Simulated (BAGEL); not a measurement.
# One shape, several levels: singlet SiNH4O+

Wanted: a comparison of 4 runs (B3LYP/6-31G*, B3LYP/6-311+G**, PBE0/6-311+G**, RI-MP2/6-311+G**) of singlet SiNH4O+. 

The results are computed with BAGEL 1.2.2.

3 further runs of the same task are left out: 2 that didn't finish, 1 set aside as unsound or not needed. Runs told in other sessions of the task aren't counted.

## (1) The system as given

The species is SiNH4O+ (7 atoms), meant as a singlet with charge +1. SMILES of the parent species: `N[SiH]O`. The coordinates come from a PBE0-D4/def2-TZVP relaxation. This is one conformer, not always the lowest. That shape belongs to the parent species and isn't relaxed for this state.

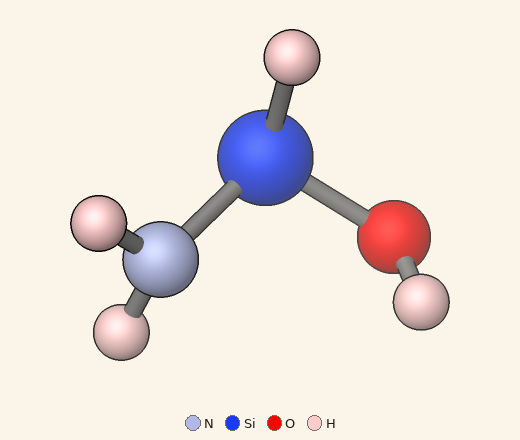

Viewed from a chosen angle; nitrogen light blue, silicon blue, oxygen red, hydrogen pink.

## (2) The energy at B3LYP/6-31G(d) (density fitting with qzvpp-jkfit, spherical functions) (run 1)

File input.json:

```json
{ "bagel": [

{
  "title": "molecule",
  "basis": "6-31gs.json",
  "df_basis": "qzvpp-jkfit",
  "angstrom": true,
  "geometry": [
    { "atom": "N", "xyz": [      -0.694900,       0.548300,      -0.575200 ] },
    { "atom": "Si", "xyz": [       0.293100,       0.159000,       0.781300 ] },
    { "atom": "O", "xyz": [       1.622900,      -0.672400,       0.270300 ] },
    { "atom": "H", "xyz": [      -0.355900,       1.168100,      -1.294800 ] },
    { "atom": "H", "xyz": [      -1.685800,       0.673200,      -0.432900 ] },
    { "atom": "H", "xyz": [      -0.599100,      -0.661900,       1.664700 ] },
    { "atom": "H", "xyz": [       1.480900,      -1.282400,      -0.459000 ] }
  ]
},

{
  "title": "ks",
  "xc_func": "b3lyp",
  "charge": 1
},

{
  "title": "print",
  "file": "orbitals.molden",
  "orbitals": true
}

]}
```

The basis set 6-31G* is read from a file made from the Basis Set Exchange's data (not shown).

On the command line:

```sh
$ BAGEL_NUM_THREADS=1 BAGEL input.json > input.out
```

Output:

```text
* using 1 threads per process

  ===============================================================
  ===============================================================

  *** Geometry ***

  { "atom" : "N", "xyz" : [     -1.313171,      1.036137,     -1.086970 ] },
  { "atom" : "Si", "xyz" : [      0.553879,      0.300466,      1.476443 ] },
  { "atom" : "O", "xyz" : [      3.066837,     -1.270652,      0.510793 ] },
  { "atom" : "H", "xyz" : [     -0.672554,      2.207389,     -2.446817 ] },
  { "atom" : "H", "xyz" : [     -3.185700,      1.272164,     -0.818062 ] },
  { "atom" : "H", "xyz" : [     -1.132135,     -1.250810,      3.145827 ] },
  { "atom" : "H", "xyz" : [      2.798495,     -2.423385,     -0.867384 ] },

  Number of auxiliary basis functions:      354

  Since a DF basis is specified, we compute 2- and 3-index integrals:
    o Being stored without compression. Storage requirement is 0.008 GB

  Number of basis functions:       54
  Number of electrons      :       33

    * METHOD: MOLECULE                             0.09

  *** Kohn-Sham DFT ***

    * Removing 11460 points whose weight is below 1.00e-10
    * Grid points: 92882

  === Nuclear Repulsion ===
   111.0336687933

       - DIIS with orbital gradients will be used.

  === KS iteration (b3lyp / 6-31gs.json) ===
      0       -404.59181731          0.15514364           0.14
      1       -401.10565652          0.15228639           0.14
      2       -381.85463366          0.29696672           0.14
      3       -414.34191781          0.14188138           0.14
      4       -416.83897808          0.13288537           0.14
      5       -421.19932462          0.03953029           0.14
      6       -421.49607206          0.02087610           0.14
      7       -421.58480157          0.00632365           0.14
      8       -421.59310627          0.00244321           0.14
      9       -421.59443140          0.00025884           0.14
     10       -421.59444475          0.00003933           0.14
     11       -421.59444504          0.00001983           0.14
     12       -421.59444511          0.00000959           0.14
     13       -421.59444513          0.00000161           0.14
     14       -421.59444513          0.00000131           0.14
     15       -421.59444513          0.00000024           0.14
     16       -421.59444513          0.00000008           0.14
     17       -421.59444513          0.00000006           0.14
     18       -421.59444513          0.00000002           0.14
     19       -421.59444513          0.00000001           0.14
    * SCF iteration converged.

    * Permanent dipole moment:
           (    0.927723,    -0.661824,     0.041121) a.u.

    * METHOD: KS                                   3.07

    * METHOD: PRINT                                0.01

  ===============================================================
```

Wall time 3.3 s (1 thread of Arm Neoverse V2, shared host); peak memory 0.26 GiB.

## (3) A single-point energy at B3LYP/6-311+G(d,p) (density fitting with qzvpp-jkfit) (run 2)

File input.json:

```json
{ "bagel" : [

{
  "title" : "molecule",
  "basis" : "6-311+gss.json",
  "df_basis" : "qzvpp-jkfit",
  "angstrom" : true,
  "geometry" : [
    { "atom" : "N", "xyz" : [      -0.694900,       0.548300,      -0.575200 ] },
    { "atom" : "Si", "xyz" : [       0.293100,       0.159000,       0.781300 ] },
    { "atom" : "O", "xyz" : [       1.622900,      -0.672400,       0.270300 ] },
    { "atom" : "H", "xyz" : [      -0.355900,       1.168100,      -1.294800 ] },
    { "atom" : "H", "xyz" : [      -1.685800,       0.673200,      -0.432900 ] },
    { "atom" : "H", "xyz" : [      -0.599100,      -0.661900,       1.664700 ] },
    { "atom" : "H", "xyz" : [       1.480900,      -1.282400,      -0.459000 ] }
  ]
},

{
  "title" : "ks",
  "xc_func" : "b3lyp",
  "charge" : 1
},

{
  "title" : "print",
  "file" : "orbitals.molden",
  "orbitals" : true
}

]}
```

The basis set 6-311+G** is read from a file made from the Basis Set Exchange's data (not shown).

On the command line:

```sh
$ BAGEL_NUM_THREADS=1 BAGEL input.json > input.out
```

Output:

```text
* using 1 threads per process

  ===============================================================
  ===============================================================

  *** Geometry ***

  { "atom" : "N", "xyz" : [     -1.313171,      1.036137,     -1.086970 ] },
  { "atom" : "Si", "xyz" : [      0.553879,      0.300466,      1.476443 ] },
  { "atom" : "O", "xyz" : [      3.066837,     -1.270652,      0.510793 ] },
  { "atom" : "H", "xyz" : [     -0.672554,      2.207389,     -2.446817 ] },
  { "atom" : "H", "xyz" : [     -3.185700,      1.272164,     -0.818062 ] },
  { "atom" : "H", "xyz" : [     -1.132135,     -1.250810,      3.145827 ] },
  { "atom" : "H", "xyz" : [      2.798495,     -2.423385,     -0.867384 ] },

  Number of auxiliary basis functions:      354

  Since a DF basis is specified, we compute 2- and 3-index integrals:
    o Being stored without compression. Storage requirement is 0.027 GB

  Number of basis functions:       98
  Number of electrons      :       33

    * METHOD: MOLECULE                             0.11

  *** Kohn-Sham DFT ***

    * Removing 11460 points whose weight is below 1.00e-10
    * Grid points: 92882

  === Nuclear Repulsion ===
   111.0336687933

       - DIIS with orbital gradients will be used.

  === KS iteration (b3lyp / 6-311+gss.json) ===
      0       -335.06934446          0.30964913           0.24
      1       -268.55150058          0.24390405           0.23
      2       -358.55380211          0.26472292           0.23
      3       -400.23262359          0.13810422           0.23
      4       -417.93546294          0.10728073           0.23
      5       -420.47878877          0.05631667           0.23
      6       -421.51611626          0.02217800           0.23
      7       -421.55851618          0.02186439           0.23
      8       -421.66947838          0.00584939           0.23
      9       -421.67835904          0.00172797           0.23
     10       -421.67936383          0.00025802           0.23
     11       -421.67937989          0.00004620           0.23
     12       -421.67938049          0.00002124           0.23
     13       -421.67938064          0.00000404           0.23
     14       -421.67938064          0.00000184           0.23
     15       -421.67938065          0.00000098           0.23
     16       -421.67938065          0.00000012           0.23
     17       -421.67938065          0.00000008           0.23
     18       -421.67938065          0.00000001           0.23
     19       -421.67938065          0.00000000           0.23
    * SCF iteration converged.

    * Permanent dipole moment:
           (    0.958439,    -0.671283,    -0.043352) a.u.

    * METHOD: KS                                   4.97

    * METHOD: PRINT                                0.02

  ===============================================================
```

It took 5.4 s on 1 thread of Arm Neoverse V2, shared host; peak memory 0.41 GiB.

Run 3 isn't shown in full; the table further down has it.

## (4) A single-point energy at RI-MP2/6-311+G(d,p) (density fitting with qzvpp-jkfit) (run 4)

File calc.json:

```json
{ "bagel" : [

{
  "title" : "molecule",
  "basis" : "6-311+gss.json",
  "df_basis" : "qzvpp-jkfit",
  "angstrom" : true,
  "geometry" : [
    { "atom" : "N", "xyz" : [      -0.694900,       0.548300,      -0.575200 ] },
    { "atom" : "Si", "xyz" : [       0.293100,       0.159000,       0.781300 ] },
    { "atom" : "O", "xyz" : [       1.622900,      -0.672400,       0.270300 ] },
    { "atom" : "H", "xyz" : [      -0.355900,       1.168100,      -1.294800 ] },
    { "atom" : "H", "xyz" : [      -1.685800,       0.673200,      -0.432900 ] },
    { "atom" : "H", "xyz" : [      -0.599100,      -0.661900,       1.664700 ] },
    { "atom" : "H", "xyz" : [       1.480900,      -1.282400,      -0.459000 ] }
  ]
},

{ "title" : "hf", "charge" : 1 },

{ "title" : "mp2", "charge" : 1, "ncore" : 7 }

]}
```

The basis set 6-311+G** is read from a file made from the Basis Set Exchange's data (not shown).

On the command line:

```sh
$ BAGEL_NUM_THREADS=1 BAGEL calc.json > calc.out
```

Output:

```text
* using 1 threads per process

  ===============================================================
  ===============================================================

  *** Geometry ***

  { "atom" : "N", "xyz" : [     -1.313171,      1.036137,     -1.086970 ] },
  { "atom" : "Si", "xyz" : [      0.553879,      0.300466,      1.476443 ] },
  { "atom" : "O", "xyz" : [      3.066837,     -1.270652,      0.510793 ] },
  { "atom" : "H", "xyz" : [     -0.672554,      2.207389,     -2.446817 ] },
  { "atom" : "H", "xyz" : [     -3.185700,      1.272164,     -0.818062 ] },
  { "atom" : "H", "xyz" : [     -1.132135,     -1.250810,      3.145827 ] },
  { "atom" : "H", "xyz" : [      2.798495,     -2.423385,     -0.867384 ] },

  Number of auxiliary basis functions:      354

  Since a DF basis is specified, we compute 2- and 3-index integrals:
    o Being stored without compression. Storage requirement is 0.027 GB

  Number of basis functions:       98
  Number of electrons      :       33

    * METHOD: MOLECULE                             0.11

  *** RHF ***

  === Nuclear Repulsion ===
   111.0336687933

      * DIIS with orbital gradients will be used.

  === RHF iteration (6-311+gss.json) ===
      0       -419.94159548          0.03823399           0.03
      1       -420.16611074          0.02861249           0.03
      2       -420.36453654          0.00196784           0.03
      3       -420.36687700          0.00048020           0.03
      4       -420.36701213          0.00016550           0.03
      5       -420.36703368          0.00008885           0.03
      6       -420.36703860          0.00003332           0.03
      7       -420.36703996          0.00001132           0.03
      8       -420.36704011          0.00000452           0.03
      9       -420.36704012          0.00000218           0.03
     10       -420.36704012          0.00000057           0.03
     11       -420.36704012          0.00000029           0.03
     12       -420.36704012          0.00000012           0.03
     13       -420.36704012          0.00000005           0.03
     14       -420.36704012          0.00000001           0.03
     15       -420.36704012          0.00000001           0.03
    * SCF iteration converged.

    * Permanent dipole moment:
           (    0.888152,    -0.831026,    -0.292428) a.u.

    * METHOD: HF                                   0.59

  *** RHF ***

  === Nuclear Repulsion ===
   111.0336687933

      * DIIS with orbital gradients will be used.

  === RHF iteration (6-311+gss.json) ===
      0       -420.36704012          0.00000000           0.03
    * SCF iteration converged.

    * Permanent dipole moment:
           (    0.888152,    -0.831026,    -0.292428) a.u.

  === DF-MP2 calculation ===

    * freezing 7 orbitals
    * 3-index integral transformation done
    * assembly done

      MP2 correlation energy:   -0.4778757037      0.02

      MP2 total energy:       -420.8449158272

    * METHOD: MP2                                  0.09

  ===============================================================
```

It took 0.92 s on 1 thread of Arm Neoverse V2, shared host.

## (5) All runs side by side

```tsv
run	level	frozen core orbitals	energy (Eh)	HOMO energy (eV)	LUMO energy (eV)	HOMO–LUMO gap (eV)	wall time
1	B3LYP/6-31G* (density fitting with qzvpp-jkfit, spherical functions)	–	-421.594445	-14.52	-10.11	4.41	3.3 s
2	B3LYP/6-311+G** (density fitting with qzvpp-jkfit)	–	-421.679381	-14.72	-10.30	4.43	5.4 s
3	PBE0/6-311+G** (density fitting with qzvpp-jkfit)	–	-421.384490	-14.95	-10.05	4.91	5.4 s
4	RI-MP2/6-311+G** (density fitting with qzvpp-jkfit)	7	-420.844916	–	–	–	0.92 s
```

## (6) Outcome

```
                                          quantity          value
                               run 4: total energy  -420.84492 Eh
run 4: correlation energy (7 core orbitals frozen)     -477.9 mEh
```

What this shows: Over runs 1, 2, 3 the HOMO–LUMO gap runs from 4.41 eV (B3LYP/6-31G*) to 4.91 eV (PBE0/6-311+G**). The two ends differ in method and basis. Totals of different functionals can't be ranked against each other. All runs together took 15 s, the longest 5.4 s.
